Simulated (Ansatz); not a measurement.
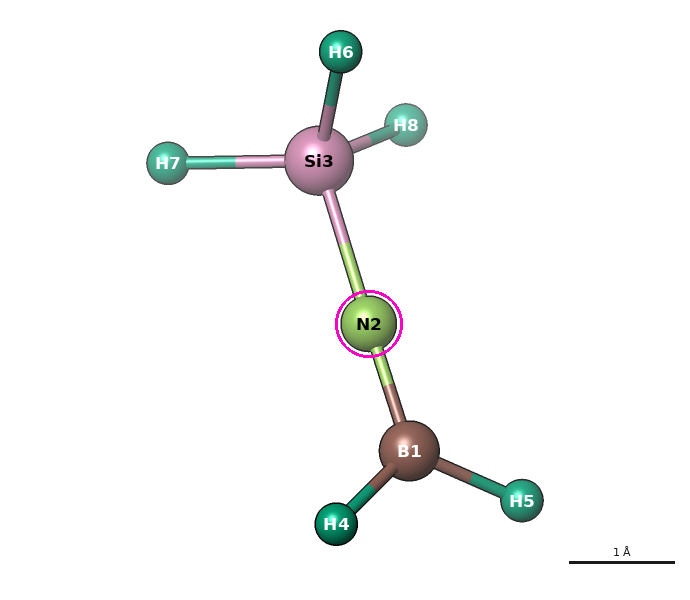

Orthographic view. Depth is shown by fading: the farther an atom, the more it takes the colour of the background. State: neutral, doublet. The computed structure is the end point of a PBE-D4/def2-SVP optimisation. No frequency run is at hand to confirm it as a minimum.

Question: Name the neighbours of the circled atom.

Answer: The circled atom is N2; it is bonded to B1, Si3.

Question: Of Si3 and H6, which is nearer the viewer?

Answer: H6; the bond to Si3 points away from the viewer, so it looks shorter than its 1.50 Å.

Question: Which atom is farthest from the viewer?

Answer: H8, 1.6 Å behind the mean position.

Question: Which atom is nearest the viewer?

Answer: H4, 1.3 Å in front of the mean position.
